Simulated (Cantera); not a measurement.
Input: 1 mol Si, 1.8 mol H₂, equilibrated at 3530 Torr.

Equilibrium computed with Cantera from the NASA thermochemical tables; the gas is ideal and each condensed phase is pure. Candidate condensed phases: Si; 9 gas species. Gases not in the tables: Si₂H₆ and higher silanes. The numbers say what is thermodynamically allowed, not how fast it happens.

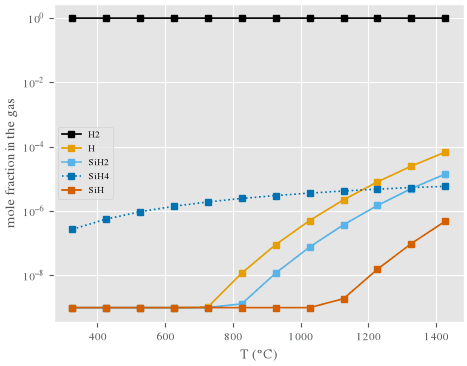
Figure. Equilibrium gas composition (values under 1e-9 drawn at 1e-9)

From 327 °C to 1327 °C the condensed part is Si(s). At 1427 °C the condensed part is Si(l). The main Si-bearing gas is SiH₄ at 327 °C and SiH₂ at 1427 °C.
